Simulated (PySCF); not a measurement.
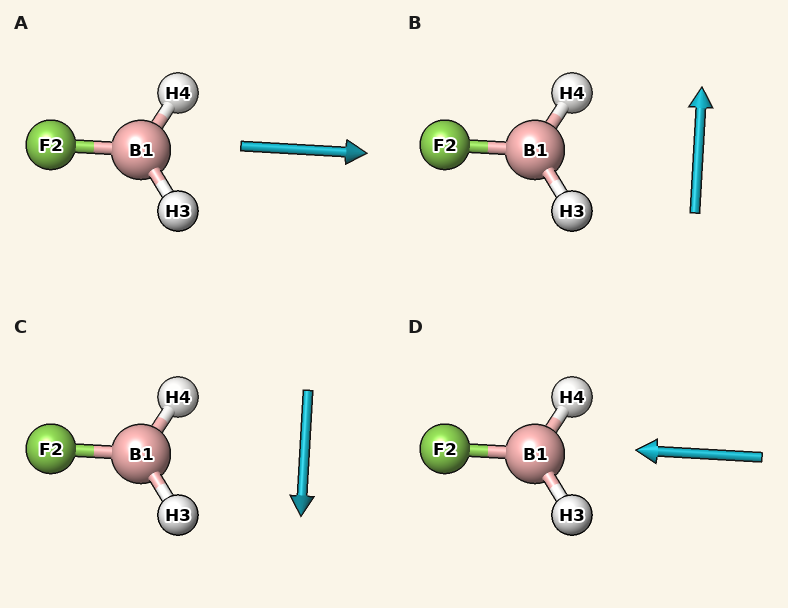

The same molecule four times, each with an arrow. The geometry was computed by an optimisation with GFN2-xTB. No frequency run is at hand to confirm it as a minimum. Properties computed with ωB97X-D/def2-SVPD, gas phase (PySCF 2.14.0).

> Which arrow points along the dipole moment, from the negative to the positive end?

A. The dipole moment is 0.80 D; it points from the side of F2 to the side of H3, H4 (the outermost atoms at the two ends).

The geometry is semi-empirical. Around B such bond lengths and angles can be off by a tenth of an ångström or more and by several degrees, and values that hang on the shape move with them.
